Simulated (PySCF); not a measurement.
# C4H3FO: the cost of one run

Programs: PySCF 2.14.0, with density-fitted response routines of our own. Each step states its level of theory. These are calculated values for one molecule in the gas phase, unless marked as measured. Atoms count from 0, in the outputs and in this text.

### Step 1. The starting structure

9 atoms, charge 0, multiplicity 1; geometry from: GFN2-xTB.

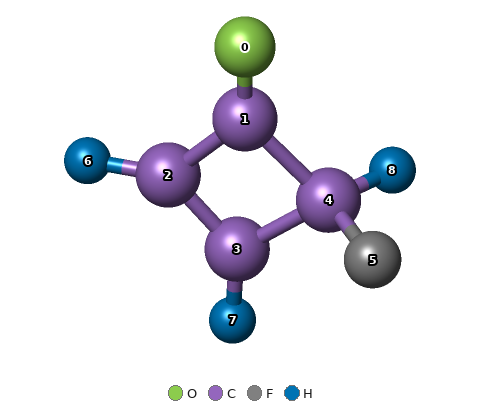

The starting geometry (oxygen green, carbon purple, fluorine grey, hydrogen blue), atoms numbered.

### Step 2. Ultraviolet spectrum: B3LYP/def2-SVPD

Job settings and geometry (Å):

```
{"job": {"kind": "uv", "xc": "B3LYP", "basis": "def2-SVPD", "nstates": 8, "ntriplets": 3}, "charge": 0, "multiplicity": 1}
O     -0.940659     2.036502    -0.211898
C     -0.531543     0.920760    -0.142380
C     -1.090383    -0.433517     0.049319
C      0.122327    -0.999770     0.143989
C      0.890774     0.273612    -0.126387
F      1.728008     0.687704     0.875698
H     -2.096022    -0.808610     0.092176
H      0.473107    -1.992607     0.354932
H      1.457953     0.321920    -1.060628
```

Level: TDDFT B3LYP/def2-SVPD, vertical, gas phase, core orbitals frozen in the response.

Command:

```console
OMP_NUM_THREADS=1 python probes_run.py task.json out
```

One launch serves the whole session: the jobs run in the order shown.

**Question.** How long does this first job take on 1 thread of AMD EPYC 7R43, shared host, and how much memory does it need?

About 9 s, with a peak of 0.6 GiB.
